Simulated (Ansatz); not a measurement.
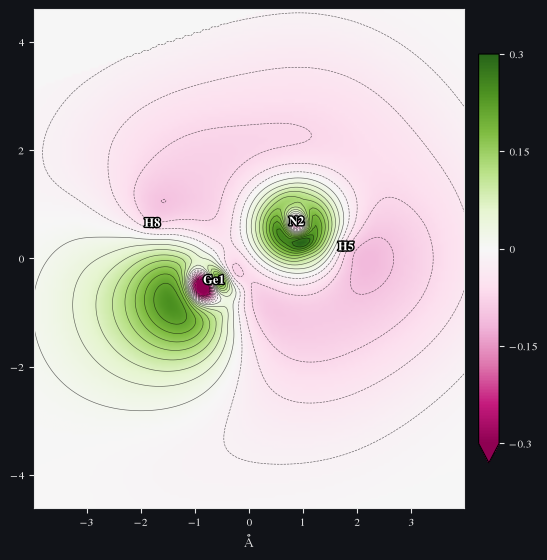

Figure 1: GeH₅NP (SMILES [NH2][GeH][PH2]) (doublet). The LUMO (α) on the plane of atoms Ge1, N2 and H5 (values in Å⁻³ᐟ²; the overall sign is arbitrary).

Geometry: B3LYP-D3(BJ)/def2-SVP.

Method: Ansatz, isolated molecule in a Gaussian basis; Kohn-Sham density functional theory, functional PBE0.

```xyz
8

Ge    0.0139   -2.0259   -0.2907
N    -1.5546   -1.1876   -0.8287
P     1.4184   -0.2600    0.4744
H    -2.1192   -1.6798   -1.5191
H    -2.1590   -0.8171   -0.0978
H     2.2772   -1.1187    1.2299
H     0.6007    0.0488    1.6071
H     0.6050   -2.5259   -1.6559
```

Q: Where does this orbital lie, and at what energy?

A: It lies mainly on Ge1 (about 40 %), P3 (about 15 %), H4 (about 15 %), H5 (about 10 %) and N2 (about 10 %). Its energy is −0.23 eV.
